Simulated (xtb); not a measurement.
## Geometry relaxation, with input and output: GeH5 (charge −1) (part 2 of 2)

The same run, continued: GeH5, charge −1, SMILES [H][Ge-]([H])([H])([H])[H]; GFN-FF (xtb 6.7.1). The geometry comes from this level: GFN2-xTB.

Geometry of the input (Å):
```
Ge 0.0002  -0.0010  0.0066
H  -0.0235  -0.0057  1.7687
H  0.0220  0.0095  -1.7749
H  1.5149  0.0110  0.0157
H  -0.7670  1.3041  0.0001
H  -0.7465  -1.3178  -0.0161
```

Log, continued
```
 ANCopt (total)                0 d,  0 h,  0 min,  0.001 sec
 optimizer setup                ...        0 min,  0.000 sec (  7.615%)
 model hessian                  ...        0 min,  0.000 sec ( 10.173%)
 ANC generation                 ...        0 min,  0.000 sec ( 10.113%)
 coordinate transformation      ...        0 min,  0.000 sec (  2.624%)
 single point calculation       ...        0 min,  0.000 sec ( 16.663%)
 optimization log               ...        0 min,  0.000 sec ( 12.960%)
 hessian update                 ...        0 min,  0.000 sec (  1.949%)
 rational function              ...        0 min,  0.000 sec ( 18.455%)

================
 final structure:
================
$coord angs
        0.00001298728257        0.00003603908700       -0.00002771362734      Ge
       -0.01806626785938       -0.00760618551190        1.52365116511071      H
        0.01812082827902        0.00780508882352       -1.52371381655557      H
        1.52872584838524        0.01170855870402        0.01823924518079      H
       -0.77488968266185        1.31797275167688       -0.00250027261051      H
       -0.75389371342559       -1.32992625277953       -0.01564860749808      H
$eht charge=-1 unpaired=0
$end

 Bond Distances (Angstroems)
 ---------------------------
Ge1-H2=1.5238        Ge1-H3=1.5238        Ge1-H4=1.5289        Ge1-H5=1.5289        Ge1-H6=1.5289        H2-Ge1=1.5238
H3-Ge1=1.5238        H4-Ge1=1.5289        H5-Ge1=1.5289        H6-Ge1=1.5289
 Ge H  Rav=1.5268 sigma=0.0025  Rmin=1.5238  Rmax=1.5289     5

 selected bond angles (degree)
 --------------------
H3-Ge1-H2=180.00               H4-Ge1-H2= 90.00               H4-Ge1-H3= 90.00               H5-Ge1-H2= 90.00
H5-Ge1-H3= 90.00               H5-Ge1-H4=120.02               H6-Ge1-H2= 90.00               H6-Ge1-H3= 90.00
H6-Ge1-H4=119.99               H6-Ge1-H5=120.00

 selected dihedral angles (degree)
 ---------------------------------

 CMA Distance (Angstroems)
 ---------------------------
R(CMA):  1.5490
           -------------------------------------------------
          |                Final Singlepoint                |
           -------------------------------------------------
         :::::::::::::::::::::::::::::::::::::::::::::::::::::
         ::                     SUMMARY                     ::
         :::::::::::::::::::::::::::::::::::::::::::::::::::::
         :: total energy              -1.575596627049 Eh    ::
         :: gradient norm              0.000013617891 Eh/a0 ::
         ::.................................................::
         :: bond energy               -0.554997027072 Eh    ::
         :: angle energy               0.003319281619 Eh    ::
         :: torsion energy             0.000000000000 Eh    ::
         :: repulsion energy           0.014690183245 Eh    ::
         :: electrostat energy        -1.036493789554 Eh    ::
         :: dispersion energy         -0.002115275287 Eh    ::
         :: HB energy                  0.000000000000 Eh    ::
         :: XB energy                  0.000000000000 Eh    ::
         :: bonded atm energy          0.000000000000 Eh    ::
         :: external energy            0.000000000000 Eh    ::
         :: add. restraining           0.000000000000 Eh    ::
         :: total charge              -1.000000000000 e     ::
         :::::::::::::::::::::::::::::::::::::::::::::::::::::

           -------------------------------------------------
          |                Numerical Hessian                |
           -------------------------------------------------
step length          :   0.00500
SCC accuracy         :   0.30000
Hessian scale factor :   1.00000
frozen atoms in %    :   0.00000    0
RMS gradient         :   0.00001
estimated CPU  time      0.00 min

writing file <hessian>.

 projected vibrational frequencies (cm⁻¹)
eigval :       -0.00    -0.00    -0.00     0.00     0.00     0.00
eigval :      255.70   255.82   325.42   392.11   392.14   479.90
eigval :      479.96  2016.68  2039.15  2039.15  2054.77  2058.54
           -------------------------------------------------
          |                Property Printout                |
           -------------------------------------------------

molecular dipole:
                 x           y           z       tot (Debye)
 q only:        0.000       0.000       0.000       0.000
           -------------------------------------------------
          |                Geometry Summary                 |
           -------------------------------------------------

      molecular mass/u    :       77.6672539
   center of mass at/Å    :        0.0000121       0.0000331      -0.0000256
  moments of inertia/u·Å² :        0.7067974E+01   0.8214276E+01   0.8215433E+01
rotational constants/cm⁻¹ :        0.2385073E+01   0.2052236E+01   0.2051947E+01

 * 5 selected distances

     #   Z          #   Z                                           value/Å
     1  32 Ge       2   1 H                                       1.5238054 (min)
     1  32 Ge       3   1 H                                       1.5238136
     1  32 Ge       4   1 H                                       1.5288667
     1  32 Ge       5   1 H                                       1.5288682 (max)
Molecule has the following symmetry elements: (C3) 3*(C2) (S3) 4*(sigma)
It seems to be the D3h point group
     1  32 Ge       6   1 H                                       1.5288621

 * 1 distinct bonds (by element types)

   Z      Z             #   av. dist./Å        max./Å        min./Å
   1 H   32 Ge          5     1.5268432     1.5288682     1.5238054

           -------------------------------------------------
          |               Frequency Printout                |
           -------------------------------------------------
 projected vibrational frequencies (cm⁻¹)
eigval :       -0.00    -0.00    -0.00     0.00     0.00     0.00
eigval :      255.70   255.82   325.42   392.11   392.14   479.90
eigval :      479.96  2016.68  2039.15  2039.15  2054.77  2058.54
 reduced masses (amu)
   1: 24.37   2: 61.77   3: 35.84   4: 64.98   5: 16.29   6:  3.72   7:  1.24   8:  1.24
   9:  3.75  10:  3.94  11:  3.94  12:  1.01  13:  1.01  14:  1.01  15:  2.49  16:  2.48
  17:  2.91  18:  1.01
 IR intensities (km·mol⁻¹)
   1:  4.38   2: 11.39   3:  6.53   4: 11.99   5:  2.86   6:  0.51   7: 11.40   8: 11.39
   9: 57.09  10: 78.61  11: 78.58  12:  0.00  13:  0.00  14:  0.00  15:118.10  16:118.08
  17:152.50  18:  0.00
 Raman intensities (Ä⁴*amu⁻¹)
   1:  0.00   2:  0.00   3:  0.00   4:  0.00   5:  0.00   6:  0.00   7:  0.00   8:  0.00
   9:  0.00  10:  0.00  11:  0.00  12:  0.00  13:  0.00  14:  0.00  15:  0.00  16:  0.00
  17:  0.00  18:  0.00
 output can be read by thermo (or use thermo option).
 writing <g98.out> molden fake output.
 recommended (thermochemical) frequency scaling factor: 1.0
           -------------------------------------------------
          |             Thermodynamic Functions             |
           -------------------------------------------------

d3h symmetry found (for desy threshold:  0.10E+00) used in thermo

          ...................................................
          :                      SETUP                      :
          :.................................................:
          :  # frequencies                          12      :
          :  # imaginary freq.                       0      :
          :  linear?                             false      :
          :  only rotor calc.                    false      :
          :  symmetry                              d3h      :
          :  rotational number                       6      :
          :  scaling factor                  1.0300000      :
          :  rotor cutoff                   50.0000000 cm⁻¹ :
          :  imag. cutoff                  -20.0000000 cm⁻¹ :
          :.................................................:

    mode    ω/cm⁻¹     T·S(HO)/kcal·mol⁻¹    T·S(FR)/kcal·mol⁻¹   T·S(vib)
   ------------------------------------------------------------------------
       1    263.37    -0.48877 ( 99.87%)    -0.56193 (  0.13%)    -0.48887
       2    263.49    -0.48852 ( 99.87%)    -0.56178 (  0.13%)    -0.48861
   ------------------------------------------------------------------------

   temp. (K)  partition function   enthalpy   heat capacity  entropy
                                   cal/mol     cal/K/mol   cal/K/mol   J/K/mol
 298.15  VIB   3.98                 1495.721     10.572      7.760
         ROT   278.                  888.752      2.981     14.165
         INT  0.111E+04             2384.474     13.553     21.925
         TR   0.662E+27             1481.254      4.968     38.947
         TOT                        3865.7275    18.5207    60.8723   254.6897

       T/K    H(0)-H(T)+PV         H(T)/Eh          T*S/Eh         G(T)/Eh
   ------------------------------------------------------------------------
    298.15    0.616043E-02    0.361708E-01    0.289224E-01    0.724839E-02
   ------------------------------------------------------------------------

         :::::::::::::::::::::::::::::::::::::::::::::::::::::
         ::                  THERMODYNAMIC                  ::
         :::::::::::::::::::::::::::::::::::::::::::::::::::::
         :: total free energy          -1.568348241985 Eh   ::
         ::.................................................::
         :: total energy               -1.575596627049 Eh   ::
         :: zero point energy           0.030010347175 Eh   ::
         :: G(RRHO) w/o ZPVE           -0.022761962111 Eh   ::
         :: G(RRHO) contrib.            0.007248385064 Eh   ::
         :::::::::::::::::::::::::::::::::::::::::::::::::::::

optimized geometry written to: xtbopt.coord

           -------------------------------------------------
          | TOTAL ENERGY               -1.575596627049 Eh   |
          | TOTAL ENTHALPY             -1.539425850899 Eh   |
          | TOTAL FREE ENERGY          -1.568348241985 Eh   |
          | GRADIENT NORM               0.000013617891 Eh/α |
           -------------------------------------------------
########################################################################
[WARNING] Runtime exception occurred
-1- gfnff_setup: Could not read topology file.
########################################################################

------------------------------------------------------------------------
------------------------------------------------------------------------
 total:
 *  cpu-time:     0 d,  0 h,  0 min,  0.004 sec
 * ratio c/w:     0.999 speedup
 SCF:
 *  cpu-time:     0 d,  0 h,  0 min,  0.000 sec
 * ratio c/w:     0.997 speedup
 ANC optimizer:
 *  cpu-time:     0 d,  0 h,  0 min,  0.001 sec
 * ratio c/w:     0.999 speedup
 analytical hessian:
 *  cpu-time:     0 d,  0 h,  0 min,  0.001 sec
 * ratio c/w:     1.000 speedup
```

Trajectory as extended XYZ (Å, eV, eV/Å), 7 frames, from step=0 to step=6
```
6
Properties=species:S:1:pos:R:3 step=0 energy=-42.02797
Ge    0.0002   -0.0010    0.0066
H    -0.0235   -0.0057    1.7687
H     0.0220    0.0095   -1.7749
H     1.5149    0.0110    0.0157
H    -0.7670    1.3041    0.0001
H    -0.7465   -1.3178   -0.0161
6
Properties=species:S:1:pos:R:3 step=1 energy=-42.87121
Ge    0.0003   -0.0006   -0.0049
H    -0.0201   -0.0053    1.5273
H     0.0188    0.0080   -1.5197
H     1.5206    0.0111    0.0152
H    -0.7702    1.3096   -0.0009
H    -0.7494   -1.3228   -0.0169
6
Properties=species:S:1:pos:R:3 step=2 energy=-42.87235
Ge    0.0001   -0.0002    0.0037
H    -0.0188   -0.0066    1.5165
H     0.0185    0.0079   -1.5299
H     1.5263    0.0114    0.0206
H    -0.7735    1.3154    0.0018
H    -0.7526   -1.3278   -0.0126
6
Properties=species:S:1:pos:R:3 step=3 energy=-42.87416
Ge    0.0000    0.0000   -0.0008
H    -0.0183   -0.0073    1.5230
H     0.0183    0.0078   -1.5249
H     1.5283    0.0116    0.0188
H    -0.7747    1.3175   -0.0013
H    -0.7536   -1.3296   -0.0148
6
Properties=species:S:1:pos:R:3 step=4 energy=-42.87417
Ge    0.0000    0.0001   -0.0004
H    -0.0180   -0.0076    1.5233
H     0.0181    0.0078   -1.5237
H     1.5289    0.0117    0.0185
H    -0.7751    1.3182   -0.0023
H    -0.7540   -1.3301   -0.0154
6
Properties=species:S:1:pos:R:3 step=5 energy=-42.87417
Ge    0.0000    0.0001   -0.0001
H    -0.0181   -0.0076    1.5236
H     0.0181    0.0078   -1.5239
H     1.5288    0.0117    0.0183
H    -0.7749    1.3180   -0.0024
H    -0.7539   -1.3300   -0.0155
6
Properties=species:S:1:pos:R:3 step=6 energy=-42.87417
Ge    0.0000    0.0000    0.0000
H    -0.0181   -0.0076    1.5236
H     0.0181    0.0078   -1.5237
H     1.5287    0.0117    0.0182
H    -0.7749    1.3180   -0.0025
H    -0.7539   -1.3299   -0.0157
```

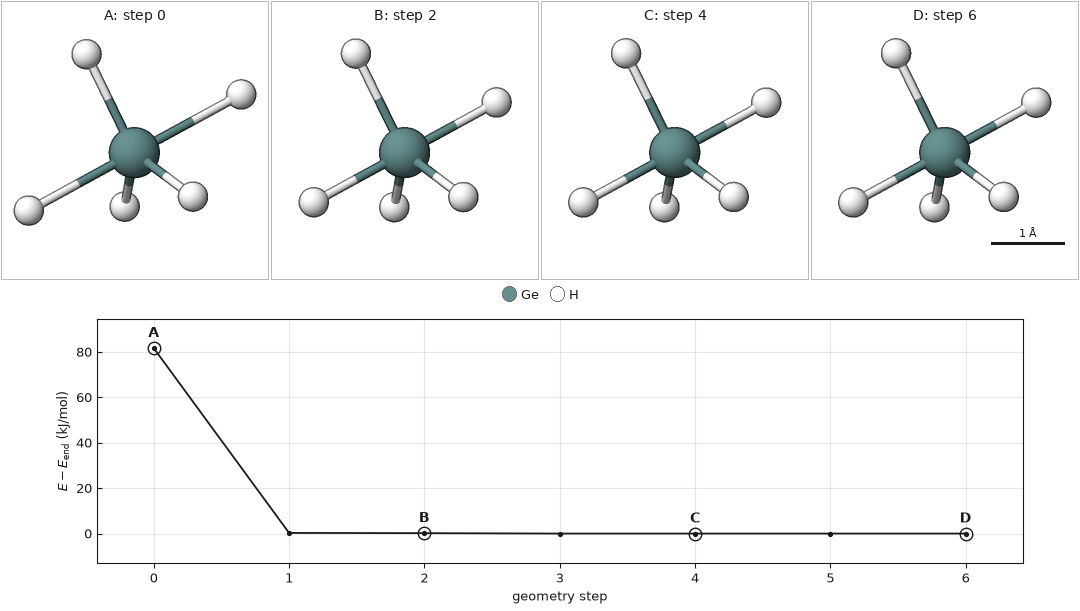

Figure 1. Frames of the relaxation (ball-and-stick view, seen at a tilt) above the curves, on which the letters mark them (steps are counted from 0).

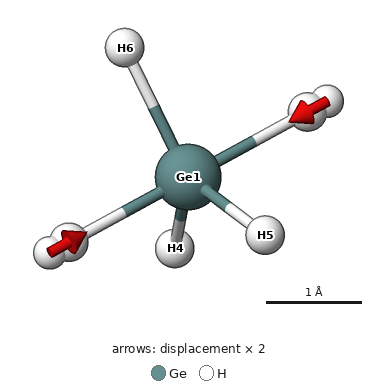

Figure 2. Start (faint) and end (solid) with the displacements as red arrows, magnified 2 times (ball-and-stick view, seen at a tilt). The two geometries are laid on each other by the best rigid fit. The energy falls by 81.6 kJ/mol in 6 geometry steps. H3 moves most after the best rigid fit: 0.25 Å. Largest moves by element: H 0.25 Å, Ge 0.01 Å. Distances before and after: Ge1–H3 1.782 → 1.524 Å, Ge1–H2 1.762 → 1.524 Å, Ge1–H4 1.515 → 1.529 Å. (Atoms are counted from 1 in the order of the input.)

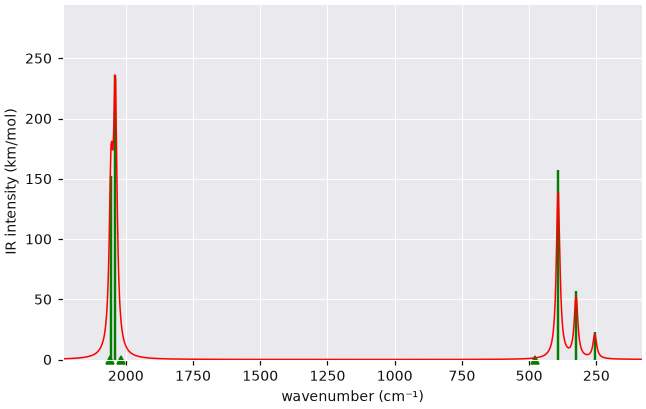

Figure 3. Harmonic infrared spectrum, unscaled: sticks (degenerate modes added up, dark ones marked on the axis) with a Lorentzian envelope of 16 cm⁻¹ full width, scaled to the tallest stick. 12 modes from 256 to 2059 cm⁻¹, none imaginary. The strongest line is at 2039 cm⁻¹ (236 km/mol). All modes, in cm⁻¹ (km/mol): 256 (11.4), 256 (11.4), 325 (57), 392 (79), 392 (79), 480 (0.0), 480 (0.0), 2017 (0.0), 2039 (118), 2039 (118), 2055 (153), 2059 (0.0).

Summary

| quantity | value |
| --- | --- |
| outcome | converged |
| total energy | −1.575597 hartree |
| dispersion energy | −0.002115 hartree |
| zero-point energy | 0.030010 hartree |
| wavenumbers, lowest and highest | 256 and 2059 cm⁻¹ |
| hardware | 1 thread of AMD EPYC (Zen 5), 176 GiB of memory available, shared host |
| peak memory | 0.072 GiB |
